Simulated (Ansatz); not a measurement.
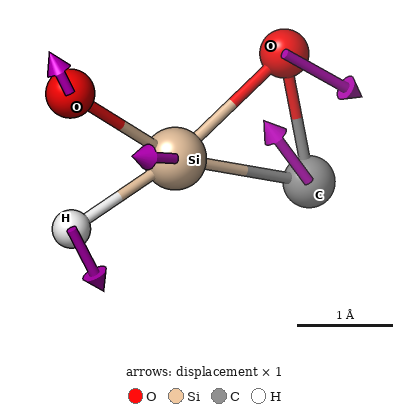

This is a relaxation of CHO₂Si (multiplicity 2). The starting structure is drawn; purple arrows show the displacements, at their true length. The two geometries are superimposed by the best rigid fit.

The picture is a ball-and-stick view, seen at a tilt.

The run prepares an end point of a later path (hydrogen shift) calculation, from a guessed geometry.

These are results of Ansatz, UKS CAM-B3LYP/def2-SVP, not measurements. (collinear spin; force threshold 0.02 eV/Å; at most 50 steps)

### Describe the change and its energy.

The atom that moves furthest after the best rigid fit is an O atom (1.11 Å). Largest moves by element: O 1.11 Å, C 0.88 Å, H 0.82 Å, Si 0.65 Å. Some distances before and after: O–Si 1.679 → 2.960 Å, C–O 1.467 → 1.155 Å, O–Si 1.602 → 1.532 Å, C–Si 1.768 → 1.838 Å. Bonds break: O–Si (1.68 → 2.96 Å). Among the angles between lasting bonds that change: Si–C–O 61.7° → 162.6°, O–Si–H 57.5° → 130.5°, O–Si–C 162.2° → 121.5°. The energy falls by 485.3 kJ/mol in 17 accepted moves (19 points after the start). The largest force component goes from 3.1 to 0.017 eV/Å. The line search rejected the trial steps at points 14, 16 of the run. The run took 17 s on 2 threads of AMD EPYC 9R45 96-Core Processor (Zen 5), with other jobs on the host, peak memory 0.19 GiB.
